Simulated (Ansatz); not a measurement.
Electronic density of states of amorphous Ti$_{20}$O$_{38}$, density 3.29 g/cm³, on a 2×2×2 Γ-centred mesh with a Gaussian width of 0.1 eV; energies count from the Fermi level. Cell and mesh are small, so fine structure isn't converged. Calculation: PBE, scalar-relativistic without spin-orbit coupling (plane waves to 420 eV, PAW; Ansatz, a first-principles code). Sampling: a 2×2×2 Γ-centred mesh; Fermi-Dirac width 0.01 eV; collinear spin, started from moments on atoms (at the end a net moment of 2.0 μB, with unpaired spins of both signs, a broken-symmetry state; no other order was tried). The usual formal charges leave 4 electrons over, so the level spacing at the Fermi energy parts defect or band states and needn't be the band gap. In the spin-polarised cell the level spacing at the Fermi energy can part levels of unlike spin. The spare electrons fill defect levels or the bottom of the conduction band, and the levels at the Fermi energy are partly filled.

The cell was made by melting and quenching with the CHGNet potential and then relaxed with DFT. O atoms were pushed apart under 1.9 Å during the dynamics, to hinder bonds among them. The hot cell started wider than the set density and was brought back towards it in steps. It is the lowest in DFT energy of 2 quenches. It is a model cell: composition and starting density were chosen by hand, and all elements were melted together. No dispersion term was used. Its density started from a set value of 3.25 and ended at 3.29 g/cm³. The quench (nominally 480 K/ps over its main leg) was far faster than any real one, so the model tends to hold more defects than a real film. A cell of this size samples the disorder only roughly. The volume was free in the relaxation, at fixed shape. Stress components on the final sampling reach 1.3 GPa. On a 2×2×2 Γ-centred mesh force components of up to 0.20 eV/Å stay, since the relaxation ran on the zone centre alone.

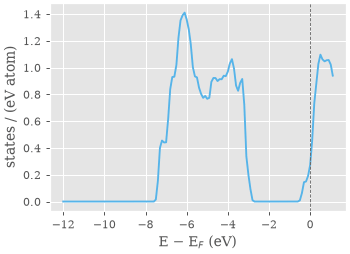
Figure: Density of states per atom
